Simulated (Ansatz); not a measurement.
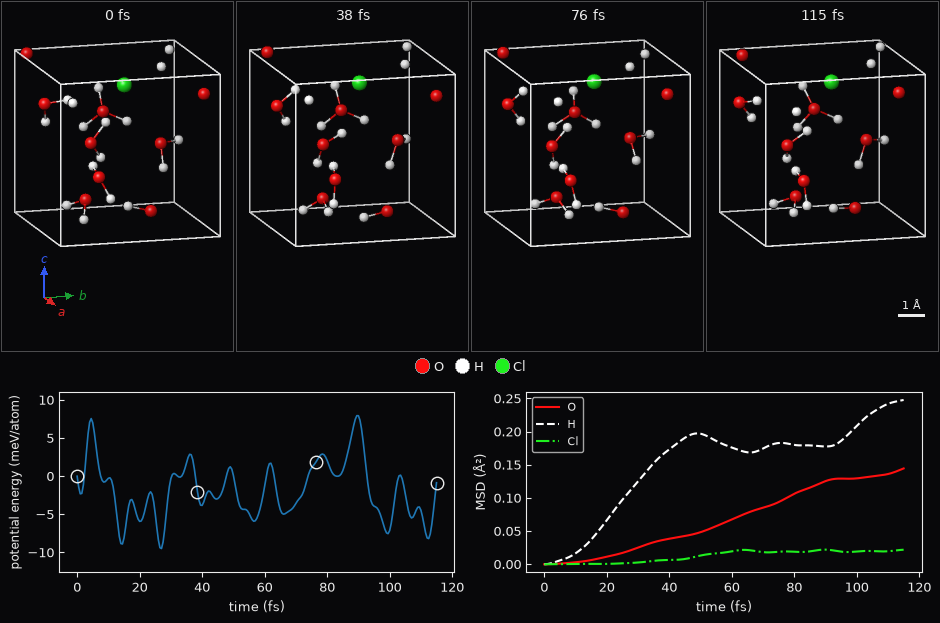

Molecular dynamics of a periodic cell with 8 H2O + 1 HCl at 1.145 g/cm³, 115 fs long. It starts from the last geometry of an earlier run, with fresh velocities. Frames and the history of the run. The picture is a ball-and-stick view of the simulation cell, seen slightly off an axis.

All numbers below come from DFT r2SCAN, scalar-relativistic, plane waves, PAW in Ansatz. Settings: plane-wave cutoff 500 eV; k-point mesh 1 × 1 × 1; Fermi-Dirac smearing 0.02 eV; low-accuracy preset; constant energy (NVE); velocities drawn for 250 K; time step 0.5 fs; H given the mass 2.014 u.

**What do the frames and curves show?**

In the second half of the run the atoms are, in the root-mean-square, this far from where they began (common drift taken out): H 0.44 Å, O 0.33 Å, Cl 0.14 Å. The heavy atoms stay within a fraction of a molecule's size of their starting places; so short a run doesn't tell a liquid from a solid. The mean temperature in the second half is 263 K (standard deviation 30 K). The potential energy in the second half lies on average 1.6 meV per atom below the first frame.

Limits of the set-up: the program's low-accuracy preset was used; masses were changed (H 2.014 u), which shifts the vibrations; the periodic images lie only 6.4 Å apart, so the values are limited by the cell's size.

The run took 12 min on 1 thread of AMD EPYC 9R45 96-Core Processor (Zen 5), with other jobs on the host, peak memory 0.61 GiB.
